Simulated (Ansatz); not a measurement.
Band structure of ScCoC2 (P4/nmm, 8 atoms in the cell).

```
CELL_PARAMETERS angstrom
      3.30270     0.00000     0.00000
      0.00000     3.30270     0.00000
      0.00000     0.00000     7.09530
ATOMIC_POSITIONS crystal
  Sc 0.50000 0.00000 0.65433
  Sc 0.00000 0.50000 0.34567
  Co 0.50000 0.50000 0.00000
  Co 0.00000 0.00000 0.00000
  C  0.00000 0.50000 0.85013
  C  0.50000 0.00000 0.14987
  C  0.50000 0.00000 0.34670
  C  0.00000 0.50000 0.65330
```

Method of the run: PBEsol, PAW files made with PBE (plane waves; Ansatz, a program for electronic structure).

Settings: kpoints.mp_grid.grid = 9 9 4; hamiltonian.xc = pbesol; hamiltonian.pseudopotentials = {kind: paw} (an earlier, softer set of the program's PAW files); scf.occupations.method = gaussian; scf.occupations.width = 0.1 eV; kpoints.band_path.npoints = 8.

The starting cell comes from a database of computed structures (which also holds hypothetical and non-ambient phases and stackings), without a prior relaxation at this level. Its lattice was rescaled by a random factor within 2.5 % of one. Spin polarisation is off.

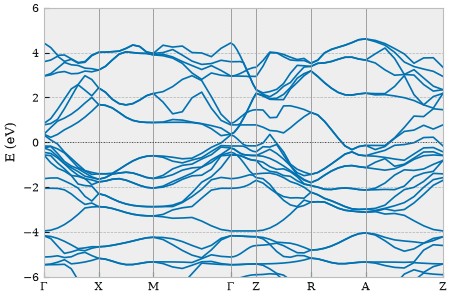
*Bands along the path, energies from the Fermi level.*

Levels in eV from the Fermi level, bands 33 to 40:
| point | 33 | 34 | 35 | 36 | 37 | 38 | 39 | 40 |
|---|---|---|---|---|---|---|---|---|
| Γ | -0.25 | -0.25 | -0.16 | 0.33 | 0.36 | 0.36 | 0.78 | 0.84 |
| X | -1.65 | -1.65 | -1.40 | -1.40 | 1.68 | 1.68 | 2.43 | 2.43 |
| M | -1.61 | -1.61 | -0.60 | -0.60 | 0.88 | 0.88 | 2.18 | 2.18 |
| Z | -0.59 | -0.59 | -0.42 | -0.16 | 0.78 | 1.46 | 2.18 | 2.18 |
| R | -1.80 | -1.80 | -1.43 | -1.43 | 1.33 | 1.33 | 3.19 | 3.19 |
| A | -1.12 | -1.12 | -0.60 | -0.60 | -0.14 | -0.14 | 2.19 | 2.19 |

Bands cross the Fermi level along this path, so the cell is metallic at this level.

Keys are those of Ansatz 0.2.
